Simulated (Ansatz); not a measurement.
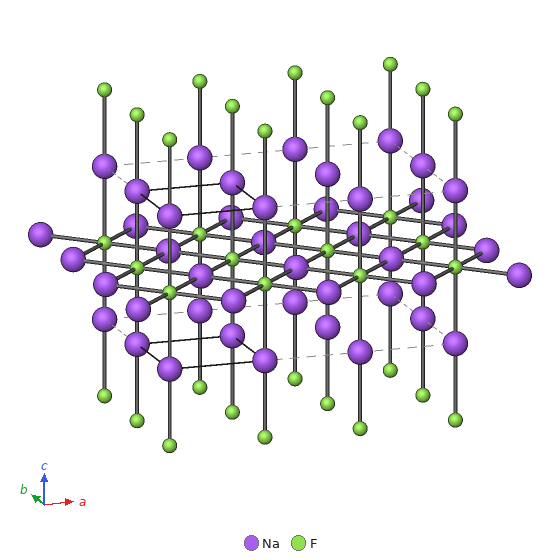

Na2F (space group P4/mmm, No. 123). Coordinates: coordinates from a relaxation with Ansatz 0.2.0, DFT PBE, scalar-relativistic, plane waves, PAW; the starting structure was generated, so it need not be a known form of this composition.

Bonds are taken as F–Na below 3 Å. Atoms with one bond or none are removed and atoms with two bonds are replaced by edges, until no such atom is left.

What kind of net remains, and which atoms are its nodes?

Answer. A binodal (4,6)-connected, three-periodic net: Na(1d) is a 4-connected node; F is a 6-connected node, in the ratio 1:1. Na(1a) becomes part of the edges.

Is the net interpenetrated?

Answer. It is a single net, without interpenetration.

How many nodes does the smallest cycle have?

Answer. Four.

The simplified net, drawn on the atoms' positions. Nodes are coloured by topological kind. Edges to nodes outside the piece are drawn as stubs.

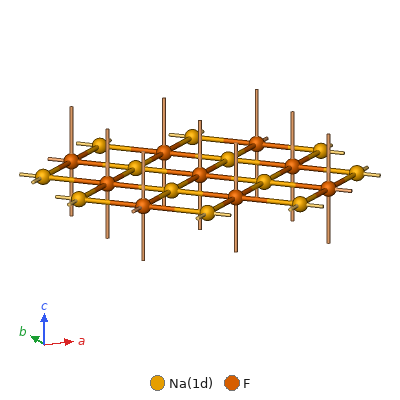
